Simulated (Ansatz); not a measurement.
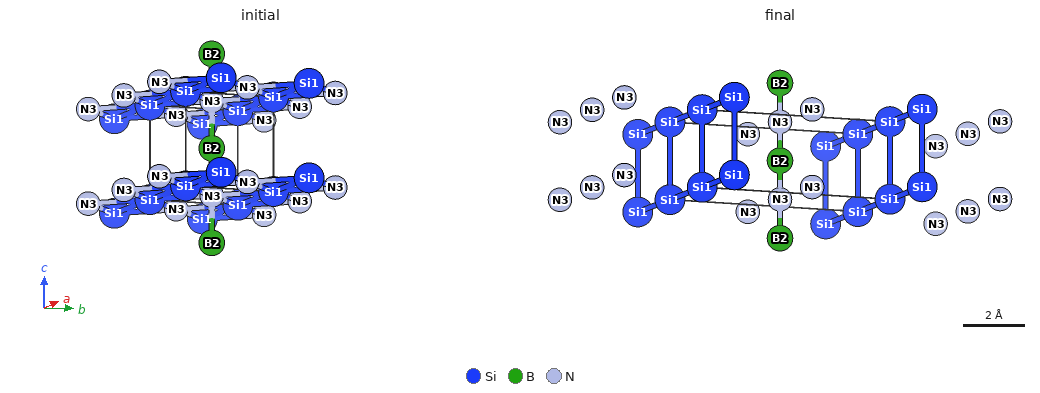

The structure of crystalline SiBN (a generated structure, set up in Pmmm) before (left) and after (right) a relaxation, at one scale.

The picture is a ball-and-stick view of the cell of the calculation, seen from a free direction.

The calculation used DFT PBE, scalar-relativistic, plane waves, PAW (Ansatz 0.2.0). Set-up: plane-wave cutoff 420 eV; k-point mesh 14 × 14 × 14; occupations gaussian; smearing width 0.1 eV; no spin polarisation; cell and atoms relaxed; force threshold 0.01 eV/Å; at most 80 steps.

Summarise the run.

Answer. The run was cut off at its time limit before the relaxation converged, so the last structure is only a point on the way. Over 32 accepted moves (36 points after the start) the energy falls by 945 meV per atom. All forces vanish by symmetry, so only the cell relaxes. Pressure: −3.59 GPa at the start and 0.00 GPa at the end. The line search rejected the trial steps at points 12, 13 of the run. At 2 points the geometry stayed and the basis and grid were re-selected for the new cell (energy shift of 124 meV per atom at most each time). The atoms keep their places relative to the cell (all moves are under 0.005 Å). Cell: a 3.113 → 2.816 Å (−9.5 %), b 3.134 → 6.694 Å (+113.6 %), c 3.158 → 2.593 Å (−17.9 %). Volume +58.6 %. Near-neighbour distances that change, for instance: Si1–N3 2.209 → 3.631 Å, Si1–B2 2.715 → 3.856 Å, Si1–Si1 3.158 → 2.593 Å, Si1–Si1 (another image) 3.113 → 2.816 Å. Bonds break: Si1–N3 (2.21 → 3.63 Å). The space group stays Pmmm (No. 47). Cost: 7.7 min on 1 thread of Arm Neoverse V2, on a shared host, peak memory 0.51 GiB.
